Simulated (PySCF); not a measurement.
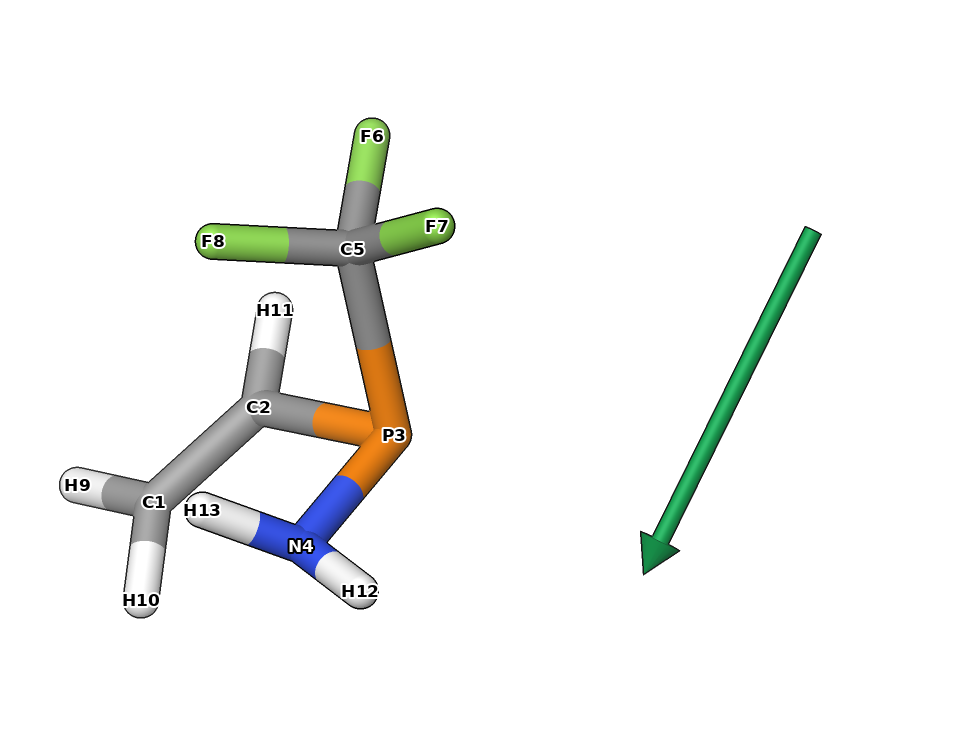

The arrow beside the molecule shows the direction of the dipole moment, from the negative to the positive end (its length means nothing). The computed structure is the end point of a GFN2-xTB optimisation. No frequency run is at hand to confirm it as a minimum. Level of theory: CAM-B3LYP/def2-SVPD, gas phase (PySCF 2.14.0).

How large is the dipole moment?

2.21 D; it points from the side of F6 to the side of H10 (the outermost atoms at the two ends).

The geometry is semi-empirical. Around P such bond lengths and angles can be off by a tenth of an ångström or more and by several degrees, and values that hang on the shape move with them.
